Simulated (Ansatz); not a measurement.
# Cl₂GeH₂O₂: up Jacob's ladder to CCSD(T), part 2 of 2

Ansatz 0.2.0, Gaussian basis; functionals in def2-TZVPP, the program's frozen cores in correlated methods.

### 15 LC-ωPBE (range-separated)

Contents of in.yaml:

```yaml
crystal:
  periodic: [false, false, false]
  atoms:
    - {symbol: O, position_ang: [-0.910255, 0.272510, 1.132918]}
    - {symbol: Ge, position_ang: [-0.014249, -0.055823, -0.336130]}
    - {symbol: O, position_ang: [1.267134, -1.165640, 0.071004]}
    - {symbol: Cl, position_ang: [-1.192298, -0.987442, -1.826264]}
    - {symbol: Cl, position_ang: [0.724354, 1.785792, -1.119753]}
    - {symbol: H, position_ang: [-1.437481, 1.074931, 1.084794]}
    - {symbol: H, position_ang: [1.623995, -0.992329, 0.947730]}
basis:
  gaussian: {orbitals: def2-TZVPP}
hamiltonian: {xc: {name: LC-wPBE}}
output: {orbitals: {seedname: orbitals}}
```

Started as:

```
> ansatz run in.yaml --threads 4 --pin off --events-out ev --progress --plain --max-ram 10444MiB
```

Log (excerpt; [...] marks lines left out):

```text
Functional definition: LC-wPBE
  name "LC-wPBE"
  cite "Vydrov & Scuseria, J. Chem. Phys. 125, 234109 (2006) doi:10.1063/1.2409292"
  cite "Heyd & Scuseria, J. Chem. Phys. 120, 7274 (2004) doi:10.1063/1.1668634"
  cite "Ernzerhof & Perdew, J. Chem. Phys. 109, 3313 (1998) doi:10.1063/1.476928"
  cite "Perdew, Burke & Ernzerhof, Phys. Rev. Lett. 77, 3865 (1996) doi:10.1103/PhysRevLett.77.3865"
  parent pbe
[...]
1366 factors; their error is unknown
319 factors; integrals over basis functions are off by at most 4.2e-5 eV
[...]
mean field -85680.31848274 eV, -3148.6936280348 hartree, gradient 4.7e-5 eV, S^2 0.000000; 0 other end points of the search recorded, 0 dependent functions left out
reference -85680.31848274 eV, -3148.6936280350 hartree; 42, 42 occupied and 180, 180 virtual orbitals, 1366 factors
Total energy: -85680.31848274 eV, -3148.6936280350 hartree
```

Run time: 2.9 s. Hardware: 4 threads of Arm Neoverse V1, shared host.

With the free atoms at this level, -85655.921 eV in sum, the atomisation energy is 562.6 kcal/mol. HOMO -12.22 eV, LUMO 1.22 eV.

### 16 ωB97X-V (range-separated)

Edit in.yaml of step 15 so:

```diff
@@ -12,3 +12,3 @@
   gaussian: {orbitals: def2-TZVPP}
-hamiltonian: {xc: {name: LC-wPBE}}
+hamiltonian: {xc: {name: wB97X-V}}
 output: {orbitals: {seedname: orbitals}}
```

Launched as before.

Log (excerpt; [...] marks lines left out):

```text
Functional definition: wB97X-V
  name "wB97X-V"
  cite "Mardirossian & Head-Gordon, Phys. Chem. Chem. Phys. 16, 9904 (2014) doi:10.1039/C3CP54374A"
  cite "Becke, J. Chem. Phys. 107, 8554 (1997) doi:10.1063/1.475007"
  cite "Vydrov & Van Voorhis, J. Chem. Phys. 133, 244103 (2010) doi:10.1063/1.3521275"
[...]
      + integral(e_c_pw_opposite_spin*poly(b97_u_opposite, cos0, cos1)) + vv10(b, c)
1429 factors; their error is unknown
236 factors; integrals over basis functions are off by at most 3.7e-5 eV
[...]
mean field -85686.68429972 eV, -3148.9275674942 hartree, gradient 4.6e-5 eV, S^2 0.000000; 0 other end points of the search recorded, 0 dependent functions left out
reference -85686.68429810 eV, -3148.9275674347 hartree; 42, 42 occupied and 180, 180 virtual orbitals, 1429 factors
Total energy: -85686.68429810 eV, -3148.9275674347 hartree
```

Wall time 9 s (4 threads of Arm Neoverse V1, shared host); peak memory 0.88 GiB.

With the free atoms at this level, -85661.855 eV in sum, the atomisation energy is 572.6 kcal/mol. HOMO -11.82 eV, LUMO 1.09 eV.

### 17 ωB97M-V (range-separated)

Edit in.yaml of step 16 so:

```diff
@@ -12,3 +12,3 @@
   gaussian: {orbitals: def2-TZVPP}
-hamiltonian: {xc: {name: wB97X-V}}
-output: {orbitals: {seedname: orbitals}}
+hamiltonian: {xc: {name: wB97M-V}}
+output: {forces: true, orbitals: {seedname: orbitals}}
```

The command is unchanged.

Log (excerpt; [...] marks lines left out):

```text
Functional definition: wB97M-V
  name "wB97M-V"
  cite "Mardirossian & Head-Gordon, J. Chem. Phys. 144, 214110 (2016) doi:10.1063/1.4952647"
  cite "Becke, J. Chem. Phys. 107, 8554 (1997) doi:10.1063/1.475007"
  cite "Vydrov & Van Voorhis, J. Chem. Phys. 133, 244103 (2010) doi:10.1063/1.3521275"
  # Of w^i u^j: cxij and so on, Table III.
[...]
  gx(w, u) = 1 - cx + cx01*u + cx10*w
  gss(w, u) = css00 + css04*u^4 + css10*w + css20*w^2 + css43*w^4*u^3
  gos(w, u) = cos00 + cos10*w + (cos20 + cos21*u)*w^2 + (cos60 + cos61*u)*w^6
[...]
      + integral(e_c_pw_mod_opposite_spin*gos(b97_w_opposite, b97_u_opposite)) + vv10(b, c)
1426 factors; their error is unknown
236 factors; integrals over basis functions are off by at most 3.7e-5 eV
[...]
mean field -85691.57320189 eV, -3149.1072313351 hartree, gradient 3.0e-5 eV, S^2 0.000000; 0 other end points of the search recorded, 0 dependent functions left out
[...]
reference -85691.57324118 eV, -3149.1072327789 hartree; 42, 42 occupied and 180, 180 virtual orbitals, 1426 factors
Total energy: -85691.57324118 eV, -3149.1072327789 hartree
Atom 0 at    -0.910255     0.272510     1.132918 Å, force    -0.046479     0.060864     0.007311 eV/Å
Atom 1 at    -0.014249    -0.055823    -0.336130 Å, force    -0.014219     0.024386    -0.075819 eV/Å
Atom 2 at     1.267134    -1.165640     0.071004 Å, force     0.047994    -0.004539     0.069619 eV/Å
Atom 3 at    -1.192298    -0.987442    -1.826264 Å, force     0.003207     0.005470     0.003615 eV/Å
Atom 4 at     0.724354     1.785792    -1.119753 Å, force    -0.009768    -0.020244     0.008647 eV/Å
Atom 5 at    -1.437481     1.074931     1.084794 Å, force     0.014147    -0.036410     0.026807 eV/Å
Atom 6 at     1.623995    -0.992329     0.947730 Å, force     0.005118    -0.029527    -0.040180 eV/Å
Dipole moment:    -0.050499     0.249646     0.315213 e Å
```

Wall time 14 s (4 threads of Arm Neoverse V1, shared host); peak memory 0.91 GiB.

With the free atoms at this level, -85666.854 eV in sum, the atomisation energy is 570.0 kcal/mol. HOMO -11.64 eV, LUMO 0.88 eV.

### 18 B2PLYP (double hybrid)

Edit in.yaml of step 17 so:

```diff
@@ -12,3 +12,2 @@
   gaussian: {orbitals: def2-TZVPP}
-hamiltonian: {xc: {name: wB97M-V}}
-output: {forces: true, orbitals: {seedname: orbitals}}
+hamiltonian: {xc: {name: B2PLYP}}
```

Same command.

Log (excerpt; [...] marks lines left out):

```text
Functional definition: B2PLYP
  name "B2PLYP"
  cite "Grimme, J. Chem. Phys. 124, 034108 (2006) doi:10.1063/1.2148954"
  cite "Becke, Phys. Rev. A 38, 3098 (1988) doi:10.1103/PhysRevA.38.3098"
  cite "Lee, Yang & Parr, Phys. Rev. B 37, 785 (1988) doi:10.1103/PhysRevB.37.785"
[...]
1392 factors; integrals over basis functions are off by at most 8.1e-4 eV
[...]
mean field -85667.59361469 eV, -3148.2259977595 hartree, gradient 8.2e-6 eV, S^2 0.000000; 0 other end points of the search recorded, 0 dependent functions left out
21 core orbitals not correlated: weight in the atoms' cores, before any rotation towards them, 1.000 or more for the frozen orbitals, at most 0.000 for the correlated occupied ones
reference -85667.59378244 eV, -3148.2260039240 hartree; 21, 21 occupied and 180, 180 virtual orbitals, 1392 factors
second order -36.34535926 eV of doubles, -0.00000000 eV of singles
Total energy: -85677.40702944 eV, -3148.5866340996 hartree
```

It took 6 s on 4 threads of Arm Neoverse V1, shared host; peak memory 0.59 GiB.

With the free atoms at this level, -85653.156 eV in sum, the atomisation energy is 559.2 kcal/mol.

### 19 PBE-QIDH (double hybrid)

Edit in.yaml of step 18 so:

```diff
@@ -12,2 +12,2 @@
   gaussian: {orbitals: def2-TZVPP}
-hamiltonian: {xc: {name: B2PLYP}}
+hamiltonian: {xc: {name: PBE-QIDH}}
```

The command is unchanged.

Log (excerpt; [...] marks lines left out):

```text
Functional definition: PBE-QIDH
  name "PBE-QIDH"
  cite "Brémond, Sancho-García, Pérez-Jiménez & Adamo, J. Chem. Phys. 141, 031101 (2014) doi:10.1063/1.4890314"
  cite "Perdew, Burke & Ernzerhof, Phys. Rev. Lett. 77, 3865 (1996) doi:10.1103/PhysRevLett.77.3865"
[...]
1392 factors; integrals over basis functions are off by at most 8.1e-4 eV
[...]
mean field -85652.26901952 eV, -3147.6628292741 hartree, gradient 6.5e-6 eV, S^2 0.000000; 0 other end points of the search recorded, 0 dependent functions left out
21 core orbitals not correlated: weight in the atoms' cores, before any rotation towards them, 1.000 or more for the frozen orbitals, at most 0.000 for the correlated occupied ones
reference -85652.26903050 eV, -3147.6628296778 hartree; 21, 21 occupied and 180, 180 virtual orbitals, 1392 factors
second order -33.70987338 eV of doubles, -0.00000000 eV of singles
Total energy: -85663.50565496 eV, -3148.0757680103 hartree
```

It took 6.5 s on 4 threads of Arm Neoverse V1, shared host; peak memory 0.59 GiB.

Atomisation energy: 565.5 kcal/mol (free atoms -85638.981 eV, run apart).

### 20 Orbital energies across the functionals

Dipoles come from the runs that computed forces. Levels, from each run's orbital file:

```csv
functional,HOMO (eV),LUMO (eV),gap (eV),dipole (D)
LDA (SPW92),-7.98,-2.46,5.52,
PBE-D4,-7.81,-2.15,5.67,1.91
revPBE-D4,-7.75,-2.02,5.73,
BLYP-D4,-7.66,-2.11,5.54,
r2SCAN-D4,-8.22,-1.84,6.39,1.97
B97M-V,-8.30,-1.77,6.53,
PBE0-D4,-9.35,-1.12,8.23,
B3LYP-D4,-9.05,-1.47,7.58,1.94
r2SCANh-D4,-8.79,-1.47,7.32,
r2SCAN0-D4,-9.62,-0.93,8.69,
HSE06-D4,-8.95,-1.49,7.46,
BHLYP-D4,-10.69,-0.10,10.59,
CAM-B3LYP-D4,-10.75,-0.12,10.63,
LC-ωPBE,-12.22,1.22,13.44,
ωB97X-V,-11.82,1.09,12.91,
ωB97M-V,-11.64,0.88,12.52,1.95
```

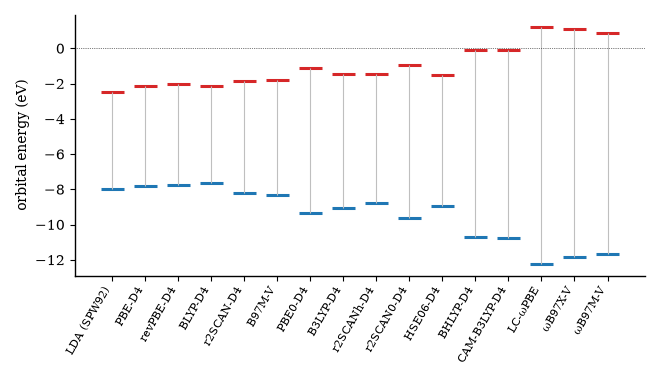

Highest occupied (blue) and lowest empty (red) level by functional.

### 21 CCSD(T) in def2-SVP

Edit in.yaml of step 19 so:

```diff
@@ -11,3 +11,3 @@
 basis:
-  gaussian: {orbitals: def2-TZVPP}
-hamiltonian: {xc: {name: PBE-QIDH}}
+  gaussian: {orbitals: def2-SVP}
+correlation: {method: ccsd_t}
```

The command is unchanged.

Log (excerpt; [...] marks lines left out):

```text
Functional definition: HF
  name "HF"
  cite "Fock, Z. Phys. 61, 126 (1930) doi:10.1007/BF01340294"
  parent pbe
[...]
991 factors; integrals over basis functions are off by at most 6.6e-4 eV
[...]
mean field -85572.40490974 eV, -3144.7278773737 hartree, gradient 3.0e-6 eV, S^2 0.000000; 0 other end points of the search recorded, 0 dependent functions left out
21 core orbitals not correlated: weight in the atoms' cores, before any rotation towards them, 1.000 or more for the frozen orbitals, at most 0.000 for the correlated occupied ones
reference -85572.40490974 eV, -3144.7278773737 hartree; 21, 21 occupied and 64, 64 virtual orbitals, 991 factors
second order -23.43711355 eV of doubles, -0.00000000 eV of singles
cycle   1  -23.41999650 eV  change    1.7e-2 eV  update   1.0e-1
[...]
cycle   8  -24.03283536 eV  change    1.5e-5 eV  update   3.5e-5
perturbative correction -0.56645287 eV, -0.0208167589 hartree
Total energy: -85597.00419797 eV, -3145.6318845422 hartree
```

Run time: 6.5 s. Hardware: 4 threads of Arm Neoverse V1, shared host.

### 22 CCSD(T) in def2-TZVPP

Edit in.yaml of step 21 so:

```diff
@@ -11,3 +11,4 @@
 basis:
-  gaussian: {orbitals: def2-SVP}
+  gaussian: {orbitals: def2-TZVPP}
 correlation: {method: ccsd_t}
+output: {orbitals: {seedname: orbitals}}
```

The command is unchanged.

Log (excerpt; [...] marks lines left out):

```text
Functional definition: HF
  name "HF"
  cite "Fock, Z. Phys. 61, 126 (1930) doi:10.1007/BF01340294"
  parent pbe
[...]
1392 factors; integrals over basis functions are off by at most 8.1e-4 eV
[...]
mean field -85593.75205496 eV, -3145.5123704907 hartree, gradient 2.0e-6 eV, S^2 0.000000; 0 other end points of the search recorded, 0 dependent functions left out
21 core orbitals not correlated: weight in the atoms' cores, before any rotation towards them, 1.000 or more for the frozen orbitals, at most 0.000 for the correlated occupied ones
reference -85593.75205496 eV, -3145.5123704907 hartree; 21, 21 occupied and 180, 180 virtual orbitals, 1392 factors
second order -29.99261413 eV of doubles, -0.00000000 eV of singles
cycle   1  -29.90161962 eV  change    9.1e-2 eV  update   1.1e-1
[...]
cycle   8  -30.70592882 eV  change    3.6e-5 eV  update   4.8e-5
perturbative correction -1.22629232 eV, -0.0450654116 hartree
Total energy: -85625.68427610 eV, -3146.6858579733 hartree
```

It took 3 min on 4 threads of Arm Neoverse V1, shared host; peak memory 3.5 GiB.

### 23 MP2 in def2-QZVPP

Edit in.yaml of step 22 so:

```diff
@@ -11,4 +11,3 @@
 basis:
-  gaussian: {orbitals: def2-TZVPP}
-correlation: {method: ccsd_t}
-output: {orbitals: {seedname: orbitals}}
+  gaussian: {orbitals: "def2-QZVPP.json"}
+correlation: {method: mp2}
```

Launched as before.

Log:

```text
Functional definition: HF
  name "HF"
  cite "Fock, Z. Phys. 61, 126 (1930) doi:10.1007/BF01340294"
  parent pbe
  exchange = exact_x
  correlation = 0
2531 factors; integrals over basis functions are off by at most 7.4e-4 eV
mean field evaluation 1: about -85591.1867 eV, gradient 5.1e1 eV
mean field evaluation 2: about -85591.3521 eV, gradient 5.1e1 eV
mean field evaluation 4: about -85595.7446 eV, gradient 3.6e0 eV
mean field evaluation 8: about -85595.7853 eV, gradient 4.0e-1 eV
mean field -85595.78568706 eV, -3145.5871050920 hartree, gradient 2.2e-6 eV, S^2 0.000000; 0 other end points of the search recorded, 0 dependent functions left out
21 core orbitals not correlated: weight in the atoms' cores, before any rotation towards them, 1.000 or more for the frozen orbitals, at most 0.000 for the correlated occupied ones
reference -85595.78568706 eV, -3145.5871050920 hartree; 21, 21 occupied and 361, 361 virtual orbitals, 2531 factors
second order -39.29109112 eV of doubles, -0.00000000 eV of singles
Total energy: -85635.07677818 eV, -3147.0310260583 hartree
```

Wall time 20 s (4 threads of Arm Neoverse V1, shared host); peak memory 2 GiB.

The pieces so far (eV):

```
     basis           HF  MP2 correlation  CCSD correlation      (T)              total
  def2-SVP  -85572.4049         -23.4371          -24.0328  -0.5665        -85597.0042
def2-TZVPP  -85593.7521         -29.9926          -30.7059  -1.2263        -85625.6843
def2-QZVPP  -85595.7857         -39.2911                             -85635.0768 (MP2)
```

The report of the def2-TZVPP run gives T1 = 0.0108.

### 24 Extrapolating to the complete basis

No new run: Hartree-Fock is extrapolated as exp(−7.88√X) and correlation as X^−2.97, with X = 3 and 4; only MP2 was run in the larger set, so CCSD(T) minus MP2 is added from the smaller one.

| level | energy at the limit (eV) |
| --- | --- |
| HF | -85596.0658 |
| MP2 | -85642.2446 |
| CCSD | -85642.9580 |
| CCSD(T) | -85644.1843 |

This is no true limit for total energies: MP2 correlation changes by a factor of 1.31 from triple to quadruple zeta (about 1.07 in light molecules), because outer-core shells are correlated in sets not made for them. Much of that cancels between molecule and atoms or ions.

### 25 RPA on PBE orbitals

Edit in.yaml of step 23 so:

```diff
@@ -11,3 +11,4 @@
 basis:
-  gaussian: {orbitals: "def2-QZVPP.json"}
-correlation: {method: mp2}
+  gaussian: {orbitals: def2-TZVPP}
+hamiltonian: {xc: pbe}
+correlation: {method: rpa}
```

Launched as before.

Log (excerpt; [...] marks lines left out):

```text
Functional definition: PBE
  name "PBE"
  cite "Perdew, Burke & Ernzerhof, Phys. Rev. Lett. 77, 3865 (1996) doi:10.1103/PhysRevLett.77.3865"
  parent pbe
[...]
1392 factors; integrals over basis functions are off by at most 8.1e-4 eV
[...]
mean field -85673.86300859 eV, -3148.4563937356 hartree, gradient 4.5e-6 eV, S^2 0.000000; 0 other end points of the search recorded, 0 dependent functions left out
21 core orbitals not correlated: weight in the atoms' cores, before any rotation towards them, 1.000 or more for the frozen orbitals, at most 0.000 for the correlated occupied ones
reference -85591.59929697 eV, -3145.4332580940 hartree; 21, 21 occupied and 180, 180 virtual orbitals, 1392 factors
Total energy: -85637.79001536 eV, -3147.1307356855 hartree
```

Run time: 4.9 s. Hardware: 4 threads of Arm Neoverse V1, shared host; peak memory 0.47 GiB.

RPA correlation: -46.191 eV. No RPA run of the hydrogen atom was made, so RPA has no atomisation energy below.

### 26 All levels against the reference

Atomisation energy = energies of 2 O, 1 Ge, 2 Cl, 2 H (separate runs, same level) minus the molecule's; electronic only, no spin-orbit term.

Differences are taken before rounding.

| method | rung | atomisation energy (kcal/mol) | from CCSD(T)/CBS (kcal/mol) | time |
| --- | --- | --- | --- | --- |
| LDA (SPW92) | LDA | 671.9 | +97.5 | 1.4 s |
| PBE-D4 | GGA | 581.7 | +7.2 | 2.7 s |
| revPBE-D4 | GGA | 561.5 | -13.0 | 2.3 s |
| BLYP-D4 | GGA | 562.3 | -12.2 | 2.5 s |
| r2SCAN-D4 | meta-GGA | 574.0 | -0.5 | 5.5 s |
| B97M-V | meta-GGA | 575.0 | +0.5 | 9 s |
| PBE0-D4 | hybrid | 564.5 | -10.0 | 4 s |
| B3LYP-D4 | hybrid | 558.9 | -15.6 | 6 s |
| r2SCANh-D4 | hybrid | 566.9 | -7.6 | 7 s |
| r2SCAN0-D4 | hybrid | 556.7 | -17.8 | 7 s |
| HSE06-D4 | hybrid | 565.0 | -9.4 | 4.2 s |
| BHLYP-D4 | hybrid | 535.4 | -39.1 | 4.2 s |
| CAM-B3LYP-D4 | range-separated | 564.3 | -10.2 | 4.6 s |
| LC-ωPBE | range-separated | 562.6 | -11.8 | 2.9 s |
| ωB97X-V | range-separated | 572.6 | -1.9 | 9 s |
| ωB97M-V | range-separated | 570.0 | -4.4 | 14 s |
| B2PLYP | double hybrid | 559.2 | -15.2 | 6 s |
| PBE-QIDH | double hybrid | 565.5 | -8.9 | 6.5 s |
| HF/def2-TZVPP | wavefunction | 380.8 | -193.7 |  |
| MP2/def2-TZVPP | wavefunction | 581.5 | +7.0 |  |
| CCSD/def2-TZVPP | wavefunction | 543.3 | -31.2 |  |
| CCSD(T)/def2-SVP | wavefunction | 519.2 | -55.3 | 6.5 s |
| CCSD(T)/def2-TZVPP | wavefunction | 556.8 | -17.7 | 3 min |
| MP2/CBS | wavefunction | 599.2 | +24.7 |  |
| CCSD(T)/CBS | wavefunction | 574.5 | 0 | 3.3 min |

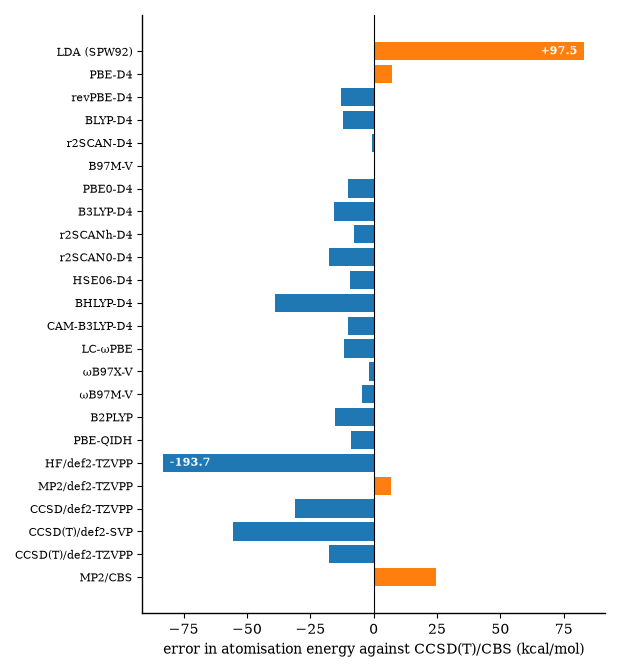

Deviations from CCSD(T)/CBS, method by method. Bars with a number in them are cut short.

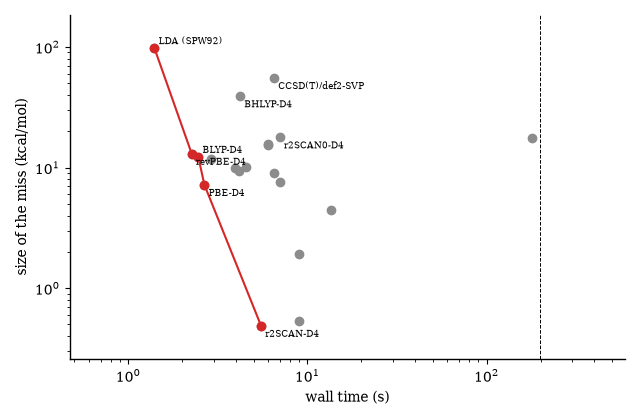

Accuracy for the time spent; red marks the levels that beat every quicker one drawn (of those quicker than the yardstick), and the dashed line is the time of CCSD(T)/CBS. Only those levels and the largest misses are named. Times are from a shared host.

LDA (SPW92), LC-ωPBE, B2PLYP, PBE-QIDH carry no dispersion term (for B3LYP, D4 adds 8.0 kcal/mol).

Times are those of the molecule's run; HF, MP2 and CCSD come out of the CCSD(T) runs, and the limit's time is the sum of the runs that it needs.

### 27 Summary of results

The summary covers parts 1 to 2.

```
                               quantity                                      value
        atomisation energy, CCSD(T)/CBS                             574.5 kcal/mol
functionals within 5.7 kcal/mol (1.0 %)        r2SCAN-D4, B97M-V, ωB97X-V, ωB97M-V
                    farthest beyond LDA                  BHLYP-D4 (-39.1 kcal/mol)
                mean size of error, GGA                              10.8 kcal/mol
           mean size of error, meta-GGA                               0.5 kcal/mol
             mean size of error, hybrid                              16.6 kcal/mol
    mean size of error, range-separated                               7.1 kcal/mol
      mean size of error, double hybrid                              12.1 kcal/mol
              gap, smallest and largest  5.52 eV (LDA (SPW92)), 13.44 eV (LC-ωPBE)
                          T1 diagnostic                                     0.0108
triples share of the correlation energy                                      3.8 %
```

**Reading.** LDA overbinds by 97.5 kcal/mol (17 %). PBE-D4 misses by +7.2 kcal/mol. Double hybrids carry the basis error of their MP2 part in triple zeta, and no dispersion term here, so their miss is partly the set-up's. By mean error the best rung here is meta-GGA (0.5 kcal/mol) and the worst beyond LDA is hybrid (16.6 kcal/mol). The mean of the hybrids holds BHLYP, with half exact exchange. Misses under about 5.7 kcal/mol are within the doubt on the reference itself, which lacks core-valence correlation, relativity and higher excitations, and its outer-core shells are covered unevenly. Hartree-Fock recovers 66 % of the binding; the rest is correlation. CCSD(T) in def2-SVP is off by -55.3 kcal/mol, more than most functionals: a good method in a small basis is no reference. Orbital gaps span 5.5 to 13.4 eV; exact exchange widens them. Correlated methods include outer-core shells of Ge, which these sets cover unevenly.

r2SCAN-D4 reaches 0.5 kcal/mol from the reference in 5.5 s, where CCSD(T)/CBS took 3.3 min; the quickest level in the cost chart, LDA (SPW92), takes 1.4 s and misses by 97.5 kcal/mol.
